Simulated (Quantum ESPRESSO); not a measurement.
**What a tighter setting buys: conv_thr, Ca (Fm-3m, 1 atom in the cell)**

```yaml
crystal:
  lattice:
    - [-2.72958, 0.00000, 2.72958]
    - [0.00000, 2.72958, 2.72958]
    - [-2.72958, 2.72958, 0.00000]
  atoms:
    - { symbol: Ca, position: [0.00000, 0.00000, 0.00000] }
```

Method: PBE, SSSP 1.1.2 precision (PBE) pseudopotentials (plane waves; Quantum ESPRESSO).

Base settings: ecutwfc = 50 Ry; ecutrho = 400 Ry; occupations = smearing; smearing = marzari-vanderbilt; degauss = 0.0073499 Ry; potentials = {Ca: Ca_pbe_v1.uspp.F.UPF}; K_POINTS = automatic 7 7 7 0 0 0; conv_thr = 1e-09 Ry; mixing_beta = 0.4.

Misses are taken against the tightest run, 7.3e-14 Ry, which need not be fully converged itself.

The count of work is k-points × plane waves × bands × iterations; it is no time, and leaves out set-up, grids and terms that scale otherwise. 

The starting cell comes from a database of computed structures (which also holds hypothetical and non-ambient phases and stackings), without a prior relaxation at this level. Its lattice was rescaled by a random factor within 2.5 % of one.

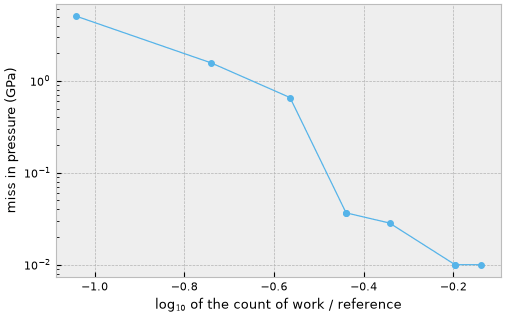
Miss against the count of work; the reference run is not drawn, and misses under 0.01 GPa are drawn there.

```tsv
conv_thr	pressure less reference (GPa)	count of work / reference
0.0073 Ry	5.06	0.091
0.00073 Ry	1.57	0.18
7.3e-05 Ry	-0.66	0.27
7.3e-06 Ry	-0.04	0.36
7.3e-07 Ry	-0.04	0.36
7.3e-08 Ry	0.03	0.45
1e-09 Ry	0.00	0.64
7.3e-10 Ry	0.00	0.64
7.3e-12 Ry	0.00	0.73
7.3e-14 Ry	0.00	1.0
```

Coarsest setting among those run that, with all tighter ones, holds the pressure within 2 GPa of the reference: 0.00073 Ry, off by 1.6 GPa; it needs 0.18 of the reference's count of work.

Coarsest setting among those run that, with all tighter ones, holds the pressure within 0.05 GPa of the reference: 7.3e-06 Ry, off by 0.037 GPa; it needs 0.36 of the reference's count of work.

The step from 0.00073 Ry to 7.3e-08 Ry: it takes the miss in the pressure from 1.6 to 0.028 GPa, for 2.5 times the count of work.
